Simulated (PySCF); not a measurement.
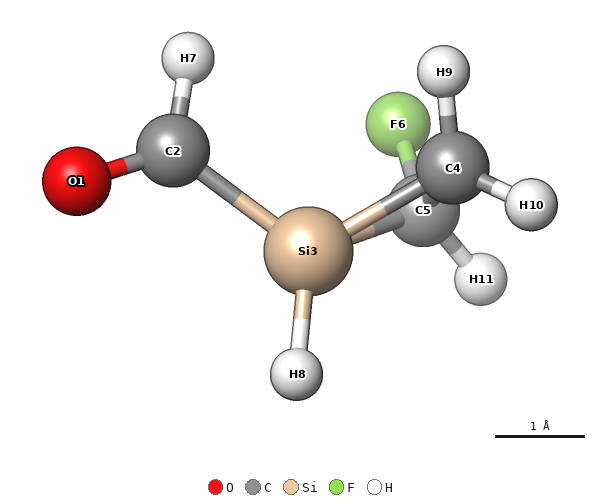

**Figure 1.** The structure as given in the input (ball-and-stick view, seen at a tilt; atoms are numbered from 1 in the order of the input). Bond lengths as drawn: C–C 1.51 Å, C–F 1.36 Å, C–H 1.10 to 1.13 Å, C–O 1.20 Å, C–Si 1.88 to 1.90 Å and H–Si 1.48 Å.

## Two runs on C3H5FOSi

System: C3H5FOSi.
Method of the first run: GIAO PBE0/pcSseg-2 NMR shielding, non-relativistic, gas phase (PySCF 2.14.0).

The geometry comes from this level: PBE0-D3(BJ)/def2-SVP. Text and figures count atoms from 1; the logs count them from 0 in places.

## Input file, the first run
```
{"job": {"kind": "nmr", "xc": "PBE0", "basis": "pcSseg-2", "pop": false}, "charge": 0, "multiplicity": 1}
O      2.983054     0.674709     0.475442
C      1.908824     0.137028     0.569187
Si     0.382272     0.658279    -0.441162
C     -1.244113     0.230725     0.404140
C     -0.874533    -0.729374    -0.696132
F     -0.567177    -1.999158    -0.306888
H      1.751126    -0.728517     1.271103
H      0.501780     1.789040    -1.391385
H     -1.144865    -0.175312     1.418639
H     -2.144440     0.840917     0.272022
H     -1.514150    -0.723647    -1.589082
```

The first line tells a small driver script what to run in PySCF; the rest is the geometry in Å.

Command:
```bash
OMP_NUM_THREADS=1 python <driver script> task.json out
```

Hardware: 1 CPU thread, shared host.

## Output (the first run)
```
coarse grid: 10160 points
cycle   1  E = -581.3651807325  dE =  7.930e-01  |g| = 8.519e-01  |ddm| = 2.415e+00
cycle   2  E = -580.8855046483  dE =  4.797e-01  |g| = 1.778e+00  |ddm| = 2.228e+00
cycle   3  E = -581.4954956910  dE = -6.100e-01  |g| = 2.098e-01  |ddm| = 1.852e+00
cycle   4  E = -581.5032170090  dE = -7.721e-03  |g| = 9.404e-02  |ddm| = 2.031e-01
cycle   5  E = -581.5048864826  dE = -1.669e-03  |g| = 1.591e-02  |ddm| = 7.690e-02
cycle   6  E = -581.5049369597  dE = -5.048e-05  |g| = 6.213e-03  |ddm| = 1.698e-02
cycle   7  E = -581.5049459578  dE = -8.998e-06  |g| = 1.701e-03  |ddm| = 7.016e-03
final grid: 95224 points
cycle   8  E = -581.5070728812  dE = -5.705e-05  |g| = 1.191e-02  |ddm| = 3.239e-02
cycle   9  E = -581.5069848833  dE =  8.800e-05  |g| = 2.451e-02  |ddm| = 1.910e-02
cycle  10  E = -581.5070996667  dE = -1.148e-04  |g| = 1.754e-03  |ddm| = 1.474e-02
cycle  11  E = -581.5071002689  dE = -6.021e-07  |g| = 4.974e-04  |ddm| = 1.546e-03
cycle  12  E = -581.5071003124  dE = -4.352e-08  |g| = 1.767e-04  |ddm| = 4.022e-04
cycle  13  E = -581.5071003188  dE = -6.428e-09  |g| = 3.825e-05  |ddm| = 1.591e-04
cycle  14  E = -581.5071003191  dE = -3.197e-10  |g| = 8.265e-06  |ddm| = 3.797e-05
converged SCF energy = -581.5071003191

GIAO shielding tensors (ppm)
atom      isotropic    diamagn.    paramagn.     s11        s22        s33       span
  0 O     -576.178     388.595    -964.773  -1591.160   -545.510    408.137   1999.298
  1 C      -61.277     249.246    -310.523   -188.647    -80.372     85.190    273.837
  2 Si     474.582     880.620    -406.038    348.575    378.780    696.391    347.816
  3 C      176.955     254.048     -77.093    147.851    183.211    199.803     51.951
  4 C      103.829     243.914    -140.086     39.724     81.037    190.724    151.000
  5 F      419.694     468.362     -48.667    381.430    411.007    466.646     85.217
  6 H       19.468      28.455      -8.986     12.569     19.563     26.273     13.703
  7 H       28.068      29.717      -1.650     23.699     25.425     35.079     11.380
  8 H       29.460      30.969      -1.509     25.562     26.178     36.640     11.078
  9 H       29.750      29.694       0.056     25.029     25.571     38.649     13.620
 10 H       25.901      29.261      -3.361     22.370     25.828     29.505      7.136
```

The input of the second run differs as follows (lines with − go, lines with + come):
```diff
-"xc": "PBE0"
+"xc": "B97-2"
```

What does this change do to the results?

The total energies belong to different methods, so their difference says nothing on which is more stable or more accurate. The HOMO goes from −7.18 to −6.93 eV. The LUMO goes from −1.90 to −1.95 eV. Of all shieldings, the largest change is that of O1, by +33.1 ppm. The functional changes from PBE0 to B97-2. The number of SCF iterations is the same.

## Output (the second run)
```
coarse grid: 10160 points
cycle   1  E = -581.7048134846  dE =  7.809e-01  |g| = 8.934e-01  |ddm| = 2.413e+00
cycle   2  E = -581.1260939217  dE =  5.787e-01  |g| = 1.911e+00  |ddm| = 2.537e+00
cycle   3  E = -581.8451427692  dE = -7.190e-01  |g| = 2.373e-01  |ddm| = 2.164e+00
cycle   4  E = -581.8552758635  dE = -1.013e-02  |g| = 1.073e-01  |ddm| = 2.381e-01
cycle   5  E = -581.8574744530  dE = -2.199e-03  |g| = 1.901e-02  |ddm| = 8.824e-02
cycle   6  E = -581.8575493085  dE = -7.486e-05  |g| = 7.238e-03  |ddm| = 2.083e-02
cycle   7  E = -581.8575621128  dE = -1.280e-05  |g| = 2.015e-03  |ddm| = 8.402e-03
cycle   8  E = -581.8575628692  dE = -7.564e-07  |g| = 7.918e-04  |ddm| = 1.889e-03
final grid: 95224 points
cycle   9  E = -581.8578053295  dE = -8.895e-05  |g| = 6.261e-03  |ddm| = 3.785e-02
cycle  10  E = -581.8577941133  dE =  1.122e-05  |g| = 9.390e-03  |ddm| = 8.965e-03
cycle  11  E = -581.8578098791  dE = -1.577e-05  |g| = 2.253e-03  |ddm| = 7.437e-03
cycle  12  E = -581.8578106999  dE = -8.209e-07  |g| = 8.203e-04  |ddm| = 1.738e-03
cycle  13  E = -581.8578108134  dE = -1.135e-07  |g| = 7.458e-05  |ddm| = 4.925e-04
cycle  14  E = -581.8578108143  dE = -8.508e-10  |g| = 3.043e-05  |ddm| = 9.992e-05
converged SCF energy = -581.8578108143

GIAO shielding tensors (ppm)
atom      isotropic    diamagn.    paramagn.     s11        s22        s33       span
  0 O     -543.033     389.015    -932.048  -1508.283   -525.159    404.343   1912.626
  1 C      -55.939     249.714    -305.653   -180.047    -72.769     85.000    265.047
  2 Si     478.186     881.157    -402.971    354.796    384.675    695.087    340.291
  3 C      176.218     254.017     -77.799    147.759    182.223    198.671     50.912
  4 C      103.659     244.241    -140.582     40.321     81.189    189.469    149.149
  5 F      417.916     468.955     -51.039    380.588    411.006    462.154     81.566
  6 H       19.703      28.618      -8.916     13.042     19.746     26.320     13.277
  7 H       28.257      30.010      -1.753     23.920     25.663     35.187     11.267
  8 H       29.592      31.126      -1.533     25.785     26.368     36.624     10.839
  9 H       29.870      29.716       0.155     25.221     25.773     38.616     13.395
 10 H       26.034      29.262      -3.228     22.523     25.968     29.610      7.087
```

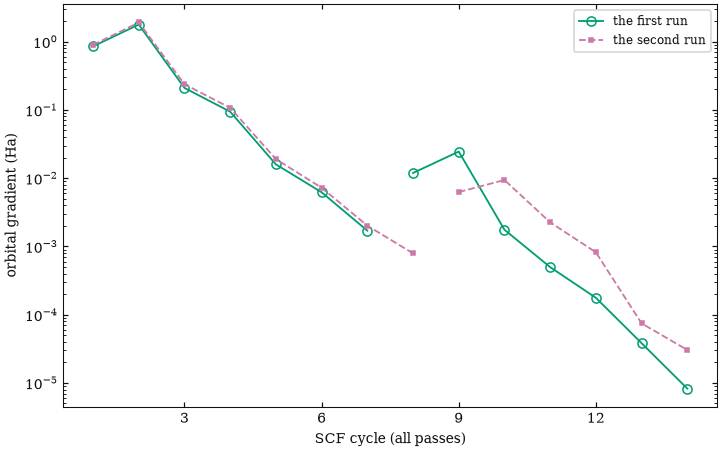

**Figure 2.** Convergence of the two runs: orbital gradient against the SCF cycle. A break in a curve parts two SCF passes (coarse and final grid). The first run takes 14 cycles in all, and the second run takes 14.

## The two runs side by side

```csv
quantity,the first run,the second run
outcome,converged,converged
total energy (hartree),−581.507100,−581.857811
HOMO (eV),−7.18,−6.93
LUMO (eV),−1.90,−1.95
dipole moment (D),2.82,2.82
shielding of O1 (ppm),−576.2,−543.0
shielding of C2 (ppm),−61.3,−55.9
shielding of Si3 (ppm),474.6,478.2
shielding of C4 (ppm),177.0,176.2
shielding of F6 (ppm),419.7,417.9
shielding of H7 (ppm),19.5,19.7
shielding of H8 (ppm),28.1,28.3
SCF iterations,14,14
basis functions,293,293
wall time (shared host),37 s,36 s
```
